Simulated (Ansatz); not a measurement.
## Phonon calculation of AlN2H4Cl

System: AlN2H4Cl.
Method: RKS PBE/def2-SVP (Ansatz 0.2.0).

It belongs to a series of runs on one base structure; here: vibrations at the highest image of the band. Figures and captions count atoms from 1; the log counts them from 0 in places.

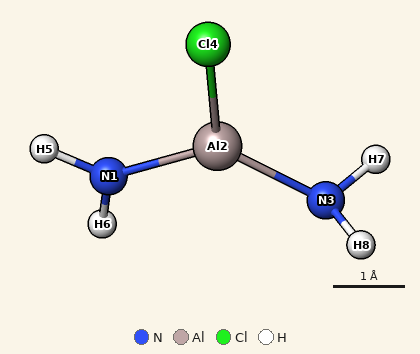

**Figure 1.** The structure (ball-and-stick view, seen at a tilt; atoms are numbered from 1 in the order of the input). Sticks mark near contacts.

The input
```yaml
crystal:
  periodic: [false, false, false]
  atoms:
    - { symbol: "N", position_ang: [-0.412216, 1.519796, -0.286877] }
    - { symbol: Al, position_ang: [-0.250064, -0.245385, -0.299962] }
    - { symbol: "N", position_ang: [0.90961, -1.063423, 0.808168] }
    - { symbol: Cl, position_ang: [-1.502848, -1.259481, -1.691906] }
    - { symbol: H, position_ang: [-1.043902, 2.059444, -0.881507] }
    - { symbol: H, position_ang: [0.124093, 2.136567, 0.326587] }
    - { symbol: H, position_ang: [0.543857, -1.659952, 1.557704] }
    - { symbol: H, position_ang: [1.723668, -1.544765, 0.412091] }
basis:
  gaussian: { orbitals: def2-SVP }
hamiltonian:
  xc: pbe
phonons: {}
```

Machine: 1 thread of Arm Neoverse V1, 24 GiB of memory available, shared host.

Launch command:
```bash
ansatz run input.yaml --threads 1 --pin off --max-ram 2048MiB --backend cpu --events-out ev --progress --plain --runs-dir out
```

Log
```
Engine: ansatz 0.2.0, aarch64-unknown-linux-gnu
Functional definition: PBE
  parameter kappa = 0.804
  parameter beta = 0.06672455060314922
  exchange = pbe_x(kappa = kappa, mu = beta*pi^2/3)
  correlation = pbe_c(beta = beta)
964 factors; their error is unknown
mean field evaluation 1: about -22131.1058 eV, gradient 9.0e1 eV
mean field evaluation 2: about -22055.9485 eV, gradient 1.7e2 eV
mean field evaluation 4: about -22147.0434 eV, gradient 1.6e1 eV
mean field evaluation 8: about -22147.6588 eV, gradient 7.3e-2 eV
mean field evaluation 16: about -22147.6064 eV, gradient 1.3e-5 eV
mean field -22147.60644152 eV, -813.9095245389 hartree, gradient 1.3e-5 eV, S^2 0.000000; 0 other end points of the search recorded, 0 dependent functions left out
the calculation of the forces begins
reference -22147.60647933 eV, -813.9095259286 hartree; 24, 24 occupied and 60, 60 virtual orbitals, 964 factors
these checks for a lower state are left out or cut short: stability, starts, cluster_reference, orbital_swaps, neighbouring_geometries, increment
964 factors; their error is unknown
mean field -22147.60633644 eV, -813.9095206773 hartree, gradient 2.1e-6 eV, S^2 0.000000; 0 other end points of the search recorded, 0 dependent functions left out
[... from here on the field's lines of each further geometry are left out, up to the last ...]
the calculation of the forces begins
reference -22147.60644366 eV, -813.9095246178 hartree; 24, 24 occupied and 60, 60 virtual orbitals, 964 factors
these checks for a lower state are left out or cut short: stability, starts, cluster_reference, orbital_swaps, neighbouring_geometries, increment
964 factors; their error is unknown
mean field -22147.60642107 eV, -813.9095237874 hartree, gradient 1.4e-6 eV, S^2 0.000000; 0 other end points of the search recorded, 0 dependent functions left out
the calculation of the forces begins
reference -22147.60645888 eV, -813.9095251771 hartree; 24, 24 occupied and 60, 60 virtual orbitals, 964 factors
WARN: phonons: modes at or below zero, which the zero-point energy, F, S and C_V leave out: 1, the lowest at -225.85 cm⁻¹. A minimum has none, and a first-order saddle one
Total energy: -22147.60647933 eV, -813.9095259286 hartree
Atom 0 at    -0.412216     1.519796    -0.286877 Å, force    -0.002691    -0.000352    -0.002651 eV/Å
Atom 1 at    -0.250064    -0.245385    -0.299962 Å, force     0.004516     0.002513    -0.001629 eV/Å
Atom 2 at     0.909610    -1.063423     0.808168 Å, force    -0.001964    -0.003287     0.005788 eV/Å
Atom 3 at    -1.502848    -1.259481    -1.691906 Å, force    -0.001399    -0.001589    -0.000648 eV/Å
Atom 4 at    -1.043902     2.059444    -0.881507 Å, force     0.000627     0.000751     0.001345 eV/Å
Atom 5 at     0.124093     2.136567     0.326587 Å, force     0.000835    -0.000984     0.001067 eV/Å
Atom 6 at     0.543857    -1.659952     1.557704 Å, force     0.000984     0.001350    -0.000208 eV/Å
Atom 7 at     1.723668    -1.544765     0.412091 Å, force    -0.000908     0.001599    -0.003063 eV/Å
Dipole moment:     0.224974     0.174343     0.249702 e Å
Vibrations: -225.85 175.21 201.02 214.48 387.95 388.83 430.25 465.90 643.37 660.07 753.16 871.33 1465.94 1487.10 3472.00 3509.25 3551.42 3605.10 cm⁻¹, zero-point energy 1.381330 eV
```

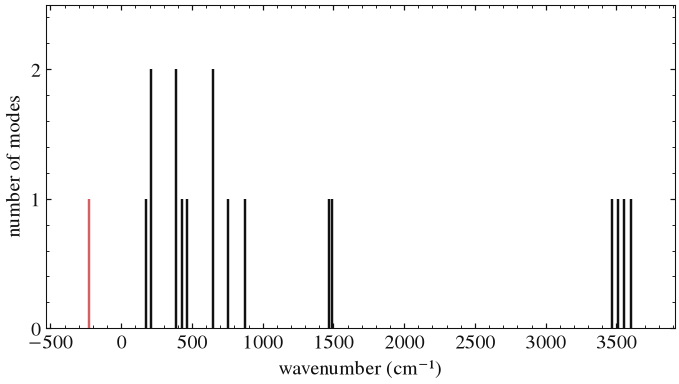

**Figure 2.** Harmonic vibrational wavenumbers from the force constants; neighbouring modes closer than 17 cm⁻¹ are counted in one stick, and imaginary ones are drawn at negative wavenumbers. 18 modes from 226i to 3605 cm⁻¹, 1 imaginary beyond 8i (226i cm⁻¹): a first-order saddle point, if the geometry is stationary.

Summary

```json
{"quantity": "outcome", "value": "converged"}
{"quantity": "total energy", "value": "−22147.6065 eV"}
{"quantity": "mean-field energy", "value": "−22147.6065 eV"}
{"quantity": "largest force (length of the vector)", "value": "0.007 eV/Å"}
{"quantity": "wall time", "value": "66 s"}
{"quantity": "peak memory", "value": "0.11 GiB"}
```
